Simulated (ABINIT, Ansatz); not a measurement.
## A GW run on CdBr2 (P6_3mc) in ABINIT, with inputs changed

What do changed inputs do to GW on CdBr2 (P6_3mc)?

Calculated with ABINIT 10.8.3; LDA and many-body steps on it, plane waves.

The database entry behind the starting cell has ideal inner coordinates that were not refined, so it need not match the best structure at ambient conditions.

## (1) Set-up

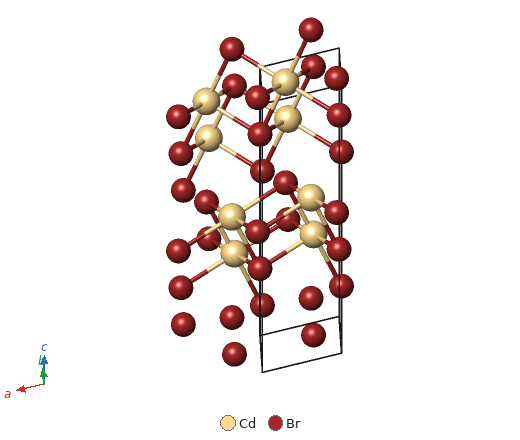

The starting structure, seen from a free direction (cadmium orange, bromine red). 2×2×1 cells are drawn. Bonds to atoms that aren't drawn are left out. Some periodic images of atoms are drawn too.

The cell and positions come from the Crystallography Open Database and are kept as given unless a step says otherwise.

## (2) Screening, 3×3×1 mesh, 161 bands, screening to 141.5 eV

This step: ABINIT 10.8.3; RPA screening on LDA, plane waves, norm-conserving pseudopotentials.

The RPA dielectric matrix is built and inverted for each q.

The input, run.abi:

```
acell 3*1.0 Angstrom
rprim 
  3.985000000011 -0.000000000003 0.000000000000
  -1.992500000003 3.451111234092 0.000000000000
  0.000000000000 0.000000000000 12.561000000000
ntypat 2
znucl 48 35
natom 6
typat 1 1 2 2 2 2
xred 
  0.333333333333 0.666666666667 0.375000000000
  0.666666666667 0.333333333333 0.875000000000
  0.333333333333 0.666666666667 0.000000000000
  0.666666666667 0.333333333333 0.500000000000
  0.000000000000 0.000000000000 0.250000000000
  0.000000000000 0.000000000000 0.750000000000
pp_dirpath "pseudos"
pseudos "Cd.upf, Br.upf"
ecut 47
ngkpt 3 3 1
nshiftk 1
shiftk 0 0 0
kptopt 1
chksymbreak 0
istwfk *1
occopt 1
irdwfk 1
optdriver 3
nband 161
ecuteps 5.2
inclvkb 2
awtr 1
symchi 1
indata_prefix "in"
outdata_prefix "out"
tmpdata_prefix "tmp"
```

Run with:

```
$ OMP_NUM_THREADS=1 mpirun -n 8 abinit run.abi > log
```

Output:

```text
.Version 10.8.3 of ABINIT. v10.8.2 released Aug 2026.

 Symmetries : space group P6_3 m c (#186); Bravais hP (primitive hexag.)
[... echo of the input left out ...]
== DATASET  1 ==================================================================
-   mpi_nproc: 8, omp_nthreads: 1 (-1 if OMP is not activated)

--- !DatasetInfo
iteration_state: {dtset: 1, }
dimensions: {natom: 6, nkpt: 3, mband: 161, nsppol: 1, nspinor: 1, nspden: 1, mpw: 18043, }
cutoff_energies: {ecut:  47.0, pawecutdg:  -1.0, }
electrons: {nelect:   6.80000000E+01, charge:   0.00000000E+00, occopt:   1.00000000E+00, tsmear:   1.00000000E-02, }

 SCREENING: Calculation of the susceptibility and dielectric matrices

 Based on a program developped by R.W. Godby, V. Olevano, G. Onida, and L. Reining.
 Incorporated in ABINIT by V. Olevano, G.-M. Rignanese, and M. Torrent.
.Using double precision arithmetic ; gwpc =  8

[... cell and pseudopotentials left out ...]
--------------------------------------------------------------------------------

 ==== K-mesh for the wavefunctions ====
 Number of points in the irreducible wedge :     3
[... list of points left out ...]
 Together with 12 symmetry operations and time-reversal symmetry
 yields     9 points in the full Brillouin Zone.

 ==== Q-mesh for the screening function ====
 Number of points in the irreducible wedge :     3
[... list of points left out ...]
 Together with 12 symmetry operations and time-reversal symmetry
 yields     9 points in the full Brillouin Zone.

 setmesh: FFT mesh size selected  =    27x   27x  100
          total number of points  =        72900

 vcoul_init : cutoff-mode = AUXILIARY_FUNCTION
 q-points for optical limit:   1
     1)      0.000010    0.000020    0.000030

- screening: taking advantage of time-reversal symmetry
- Maximum band index for partially occupied states nbvw = 34
- Remaining bands to be divided among processors   nbcw = 127
- Number of bands treated by each node ~15

 Number of electrons calculated from density =   68.0000; Expected =   68.0000
 average of density, n =  0.058331
 r_s =    1.5996
 omega_plasma =   23.2973 [eV]

 calculating chi0 at frequencies [eV] :
  1    0.000000E+00    0.000000E+00
  2    0.000000E+00    2.329732E+01

--------------------------------------------------------------------------------
  q-point number  1        q = ( 0.000000, 0.000000, 0.000000) [r.l.u.]
--------------------------------------------------------------------------------
[... chi0 elements left out ...]
 For q-point:  0.000010 0.000020 0.000030
  dielectric constant =   5.3615
  dielectric constant without local fields =   6.0977

  Average fulfillment of the sum rule on Im[epsilon] for q-point    1 :     59.83  [%]
[... wings left out ...]
  q-point number  2        q = ( 0.333333, 0.000000, 0.000000) [r.l.u.]
--------------------------------------------------------------------------------
[... chi0 elements left out ...]
  Average fulfillment of the sum rule on Im[epsilon] for q-point    2 :     58.18  [%]

 [... 1 further q-points ...]
```

Elapsed: 39 s, on 8 MPI ranks of Arm Neoverse V2, shared host; peak memory 3.3 GiB.

Numbers from this step:

```
ε∞ with local fields, on this mesh, along the program's q direction : 5.362
the same without local fields                                       : 6.098
plasma frequency                                                    : 23.30 eV
plane waves in the screening matrix                                 : 649
```

Local fields lower ε∞ by 12 %. On a Γ-centred mesh this coarse the value itself is usually too large, while a short band sum pulls it down.

## (3) Base

The self-energy is evaluated for the states that the input lists, and the levels follow from it, in one-shot runs by the linearised quasiparticle equation.

This step: G0W0 on LDA, plane waves, norm-conserving pseudopotentials.

Edit run.abi of step 2 so:

```diff
@@ -27,8 +27,15 @@
 irdwfk 1
-optdriver 3
+optdriver 4
 nband 161
+gwcalctyp 0
+ecutsigx 47
+symsigma 1
+nkptgw 1
+kptgw 
+  0.0000000000 0.0000000000 0.0000000000
+bdgw 
+  33 36
 ecuteps 5.2
-inclvkb 2
-awtr 1
-symchi 1
+irdscr 1
+ppmodel 1
 indata_prefix "in"
```

Output:

```text
.Version 10.8.3 of ABINIT. v10.8.2 released Aug 2026.

 Symmetries : space group P6_3 m c (#186); Bravais hP (primitive hexag.)
[... echo of the input left out ...]
== DATASET  1 ==================================================================
-   mpi_nproc: 8, omp_nthreads: 1 (-1 if OMP is not activated)

--- !DatasetInfo
iteration_state: {dtset: 1, }
dimensions: {natom: 6, nkpt: 3, mband: 161, nsppol: 1, nspinor: 1, nspden: 1, mpw: 18043, }
cutoff_energies: {ecut:  47.0, pawecutdg:  -1.0, }
electrons: {nelect:   6.80000000E+01, charge:   0.00000000E+00, occopt:   1.00000000E+00, tsmear:   1.00000000E-02, }

 SIGMA: Calculation of the GW corrections

 Based on a program developped by R.W. Godby, V. Olevano, G. Onida, and L. Reining.
 Incorporated in ABINIT by V. Olevano, G.-M. Rignanese, and M. Torrent.
.Using double precision arithmetic ; gwpc =  8

[... cell and pseudopotentials left out ...]
--------------------------------------------------------------------------------

 ==== K-mesh for the wavefunctions ====
 Number of points in the irreducible wedge :     3
[... list of points left out ...]
 Together with 12 symmetry operations and time-reversal symmetry
 yields     9 points in the full Brillouin Zone.

 ==== Q-mesh for screening function ====
 Number of points in the irreducible wedge :     3
[... list of points left out ...]
 Together with 12 symmetry operations and time-reversal symmetry
 yields     9 points in the full Brillouin Zone.

 vcoul_init : cutoff-mode = AUXILIARY_FUNCTION
 q-points for optical limit:   1
     1)      0.000010    0.000020    0.000030
 setmesh: FFT mesh size selected  =    45x   45x  150
          total number of points  =       303750

 Number of electrons calculated from density =   68.0000; Expected =   68.0000
 average of density, n =  0.058331
 r_s =    1.5996
 omega_plasma =   23.2973 [eV]

 === KS Band Gaps ===
  >>>> For spin  1
   Minimum direct gap =   2.5271 [eV], located at k-point      :   0.0000  0.0000  0.0000
   Fundamental gap    =   2.5271 [eV], Top of valence bands at :   0.0000  0.0000  0.0000
                                       Bottom of conduction at :   0.0000  0.0000  0.0000
 SIGMA fundamental parameters:
 PLASMON POLE MODEL  1
 number of plane-waves for SigmaX                18043
 number of plane-waves for SigmaC and W            649
 number of plane-waves for wavefunctions         18043
 number of bands                                   161
 number of independent spin polarizations            1
 number of spinorial components                      1
 number of k-points in IBZ                           3
 number of q-points in IBZ                           3
 number of symmetry operations                      12
 number of k-points in BZ                            9
 number of q-points in BZ                            9
 number of frequencies for dSigma/dE                 9
 frequency step for dSigma/dE [eV]                0.25
 number of omega for Sigma on real axis              0
 max omega for Sigma on real axis  [eV]           0.00
 zcut for avoiding poles [eV]                     0.10

 EPSILON^-1 parameters (SCR file):
 dimension of the eps^-1 matrix on file            649
 dimension of the eps^-1 matrix used               649
 number of plane-waves for wavefunctions         18043
 number of bands                                   161
 number of q-points in IBZ                           3
 number of frequencies                               2
 number of real frequencies                          1
 number of imag frequencies                          1

 matrix elements of self-energy operator (all in [eV])

 Perturbative Calculation

--- !SelfEnergy_ee
iteration_state: {dtset: 1, }
kpoint     : [   0.000,    0.000,    0.000, ]
spin       : 1
KS_gap     :    2.527
QP_gap     :    4.294
Delta_QP_KS:    1.767
data: !SigmaeeData |
     Band     E0 <VxcDFT>   SigX SigC(E0)      Z dSigC/dE  Sig(E)    E-E0       E
       33   1.953 -14.386 -18.109   2.862   0.794  -0.259 -15.070  -0.684   1.268
       34   1.953 -14.386 -18.109   2.862   0.794  -0.259 -15.070  -0.684   1.268
       35   4.480 -11.189  -6.791  -3.084   0.824  -0.214 -10.107   1.082   5.562
       36   5.830 -12.769  -8.237  -3.036   0.814  -0.229 -11.551   1.218   7.048

== END DATASET(S) ==============================================================
================================================================================

 -outvars: echo values of variables after computation  --------
           etotal      0.0000000000E+00
            nband         161
             nkpt           3
          spgroup         186
 [... the other variables as echoed above ...]

 Calculation completed.
```

Elapsed: 8.5 s, on 8 MPI ranks; peak memory 2.1 GiB.

This step gave:

```yaml
g0w0_gap_on_the_points_computed: 4.294 eV
starting_gap_on_the_mesh: 2.527 eV
k_of_the_valence_top: 0, 0, 0
k_of_the_conduction_bottom: 0, 0, 0
z_at_the_valence_top: 0.794
z_at_the_conduction_bottom: 0.824
least_direct_g0w0_gap_on_the_computed_points: 4.294 eV
```

The gap on the mesh goes from 2.53 eV to 4.29 eV, a correction of +1.77 eV.

## (4) Broadening of the poles

Edit run.abi of step 3 so:

```diff
@@ -40,2 +40,3 @@
 ppmodel 1
+zcut 1.0 eV
 indata_prefix "in"
```

Output:

```text
.Version 10.8.3 of ABINIT. v10.8.2 released Aug 2026.

 Symmetries : space group P6_3 m c (#186); Bravais hP (primitive hexag.)
[... echo of the input left out ...]
== DATASET  1 ==================================================================
-   mpi_nproc: 8, omp_nthreads: 1 (-1 if OMP is not activated)

--- !DatasetInfo
iteration_state: {dtset: 1, }
dimensions: {natom: 6, nkpt: 3, mband: 161, nsppol: 1, nspinor: 1, nspden: 1, mpw: 18043, }
cutoff_energies: {ecut:  47.0, pawecutdg:  -1.0, }
electrons: {nelect:   6.80000000E+01, charge:   0.00000000E+00, occopt:   1.00000000E+00, tsmear:   1.00000000E-02, }

 SIGMA: Calculation of the GW corrections

 Based on a program developped by R.W. Godby, V. Olevano, G. Onida, and L. Reining.
 Incorporated in ABINIT by V. Olevano, G.-M. Rignanese, and M. Torrent.
.Using double precision arithmetic ; gwpc =  8

[... cell and pseudopotentials left out ...]
--------------------------------------------------------------------------------

 ==== K-mesh for the wavefunctions ====
 Number of points in the irreducible wedge :     3
[... list of points left out ...]
 Together with 12 symmetry operations and time-reversal symmetry
 yields     9 points in the full Brillouin Zone.

 ==== Q-mesh for screening function ====
 Number of points in the irreducible wedge :     3
[... list of points left out ...]
 Together with 12 symmetry operations and time-reversal symmetry
 yields     9 points in the full Brillouin Zone.

 vcoul_init : cutoff-mode = AUXILIARY_FUNCTION
 q-points for optical limit:   1
     1)      0.000010    0.000020    0.000030
 setmesh: FFT mesh size selected  =    45x   45x  150
          total number of points  =       303750

 Number of electrons calculated from density =   68.0000; Expected =   68.0000
[...]
number of k-points in IBZ                           3
 number of q-points in IBZ                           3
 number of symmetry operations                      12
 number of k-points in BZ                            9
 number of q-points in BZ                            9
 number of frequencies for dSigma/dE                 9
 frequency step for dSigma/dE [eV]                0.25
 number of omega for Sigma on real axis              0
 max omega for Sigma on real axis  [eV]           0.00
 zcut for avoiding poles [eV]                     1.00

 EPSILON^-1 parameters (SCR file):
 dimension of the eps^-1 matrix on file            649
 dimension of the eps^-1 matrix used               649
 number of plane-waves for wavefunctions         18043
 number of bands                                   161
 number of q-points in IBZ                           3
 number of frequencies                               2
 number of real frequencies                          1
 number of imag frequencies                          1

 matrix elements of self-energy operator (all in [eV])

 Perturbative Calculation

--- !SelfEnergy_ee
iteration_state: {dtset: 1, }
kpoint     : [   0.000,    0.000,    0.000, ]
spin       : 1
KS_gap     :    2.527
QP_gap     :    4.294
Delta_QP_KS:    1.767
data: !SigmaeeData |
     Band     E0 <VxcDFT>   SigX SigC(E0)      Z dSigC/dE  Sig(E)    E-E0       E
       33   1.953 -14.386 -18.109   2.862   0.794  -0.259 -15.070  -0.684   1.268
       34   1.953 -14.386 -18.109   2.862   0.794  -0.259 -15.070  -0.684   1.268
       35   4.480 -11.189  -6.791  -3.084   0.824  -0.214 -10.107   1.082   5.562
       36   5.830 -12.769  -8.237  -3.036   0.814  -0.229 -11.551   1.218   7.048

== END DATASET(S) ==============================================================
================================================================================

 -outvars: echo values of variables after computation  --------
           etotal      0.0000000000E+00
            nband         161
             nkpt           3
          spgroup         186
 [... the other variables as echoed above ...]

 Calculation completed.
```

Elapsed: 8.5 s, on 8 MPI ranks; peak memory 2.1 GiB.

Numbers from this step:

* G0W0 gap on the points computed: 4.294 eV
* starting gap on the mesh: 2.527 eV
* k of the valence top: 0, 0, 0
* k of the conduction bottom: 0, 0, 0
* Z at the valence top: 0.794
* Z at the conduction bottom: 0.824
* least direct G0W0 gap on the computed points: 4.294 eV

Against G0W0 in ABINIT (3×3×1 mesh, 161 bands, screening to 141.5 eV, Godby-Needs plasmon pole), the gap moves by +0.000 eV.

## (5) A keyword of another program

Edit run.abi of step 4 so:

```diff
@@ -40,3 +40,3 @@
 ppmodel 1
-zcut 1.0 eV
+ENCUTGW 100
 indata_prefix "in"
```

Output:

```text
.Version 10.8.3 of ABINIT. v10.8.2 released Aug 2026.

 Symmetries : space group P6_3 m c (#186); Bravais hP (primitive hexag.)
================================================================================
 Values of the parameters that define the memory need of the present run
     intxc =       0    ionmov =       0      iscf =       7    lmnmax =       6
     lnmax =       6     mgfft =     150  mpssoang =       3    mqgrid =    7326
     natom =       6  nloc_mem =       1    nspden =       1   nspinor =       1
    nsppol =       1      nsym =      12    n1xccc =    2501    ntypat =       2
    occopt =       1   xclevel =       1
-    mband =         161        mffmem =           1         mkmem =           1
       mpw =       18043          nfft =      345600          nkpt =           3
================================================================================
  Rough estimation (10% accuracy) of disk space for files :
================================================================================

--------------------------------------------------------------------------------
------------- Echo of variables that govern the present computation ------------
--------------------------------------------------------------------------------
 -outvars: echo values of preprocessed input variables --------
            acell      1.8897261259E+00  1.8897261259E+00  1.8897261259E+00 Bohr

             bdgw          33      36
      chksymbreak           0
             ecut      4.70000000E+01 Hartree
          ecuteps      5.20000000E+00 Hartree
         ecutsigx      4.70000000E+01 Hartree
          ecutwfn      4.70000000E+01 Hartree
-          fftalg         312
           irdscr           1
           irdwfk           1

              ixc       -1012
[...]
occ      2.000000  2.000000  2.000000  2.000000  2.000000  2.000000
                       2.000000  2.000000  2.000000  2.000000  2.000000  2.000000
                       2.000000  2.000000  2.000000  2.000000  2.000000  2.000000
                       2.000000  2.000000  2.000000  2.000000  2.000000  2.000000
[...]
0.000000  0.000000  0.000000  0.000000  0.000000  0.000000
   [... 16 further rows ...]
                       0.000000  0.000000  0.000000  0.000000  0.000000  0.000000
                       0.000000  0.000000  0.000000  0.000000  0.000000
        optdriver           4
            rprim      3.9850000000E+00 -3.0000000000E-12  0.0000000000E+00
                      -1.9925000000E+00  3.4511112341E+00  0.0000000000E+00
[...]
spgroup         186

             xred      3.3333333333E-01  6.6666666667E-01  3.7500000000E-01
[...]
3.7007434154E-17  3.7007434154E-17  2.5000000000E-01
                       3.7007434154E-17  3.7007434154E-17  7.5000000000E-01
            znucl       48.00000   35.00000

================================================================================

 chkinp: Checking input parameters for consistency.

--- !ERROR
message: |
    Found token: `ENCUTGW` in the input file.
    This name is not one of the registered input variable names (see
    Action: check your input file. Perhaps you mistyped the input variable,
    or specified "img", although this was not permitted for this input variable.

--- !ERROR
message: |
    Found token: `ENCUTGW` in the input file.
    This name is not one of the registered input variable names (see
    Action: check your input file. Perhaps you mistyped the input variable,
    or specified "img", although this was not permitted for this input variable.

--- from the log ---
Found token: `ENCUTGW` in the input file.
    This name is not one of the registered input variable names (see
    Action: check your input file. Perhaps you mistyped the input variable,
    or specified "img", although this was not permitted for this input variable.
```

Wall time 0.65 s (8 MPI ranks); peak memory 0.05 GiB.

The run stopped with an error after 0.65 s.

The program's words: Found token: `ENCUTGW` in the input file. This name is not one of the registered input variable names (see Action: check your input file. Perhaps you mistyped the input variable, or specified "img", although this was not permitted for this input variable.

The fault put into this input: a keyword of another program.

## (6) Side by side

Times are wall times on 8 MPI ranks of Arm Neoverse V2, shared host, good to a factor of about two. A run's time includes the screening step that it read.

```
                    run   mesh  bands  screening cutoff (eV)  DFT gap (eV)  gap on the mesh (eV)  direct (eV)  ε∞ used  time
                   base  3×3×1    161                  141.5         2.527                 4.294        4.294     5.36  48 s
broadening of the poles  3×3×1    161                  141.5         2.527                 4.294        4.294     5.36  48 s
```

## (7) What came out

```
base                    : 4.294 eV
broadening of the poles : 4.294 eV
known limits            : not at the basis limit; no spin-orbit coupling; coarse k mesh
```

What this shows: Broadening of the poles: no change against base (keys changed: zcut). Bands and cutoff are finite, so the gap is not at the basis limit. The miss can reach some tenths of an eV and take either sign; the mesh is an error of its own. In the G0W0 runs levels were corrected at 1 k point alone, so a gap called «on the mesh» is the least over those, and an edge elsewhere would be missed. The 3×3×1 mesh is coarse for this cell, which bears on the long-range parts of exchange and screening. The many-body steps are scalar-relativistic: spin-orbit coupling is not in them.

[Paths, hosts, dates, memory and timing lines, banners, echoed tables and standing remarks are left out of the program output.]

[Logs are printed without paths, hosts, clocks, repeated set-up lines and the standing remarks that a program may print on its own settings, such as how far it seeks lower states.]

[Runs of the session that timed out or met a known fault of the program may be left out.]

[Hosts, paths, dates, database ids (printed as entryN), source tags and the programs' standing remarks are cut or masked in the printed files.]

[G0W0 gaps are taken among the corrected bands and points alone; a level outside them can change the order at an edge.]

[Where Ansatz stands beside ABINIT at settings called matched, ABINIT's density can come from a denser mesh and the files from another edition; pairs whose starting gaps differed by over 0.03 eV were left out, so agreement reads better than it is.]
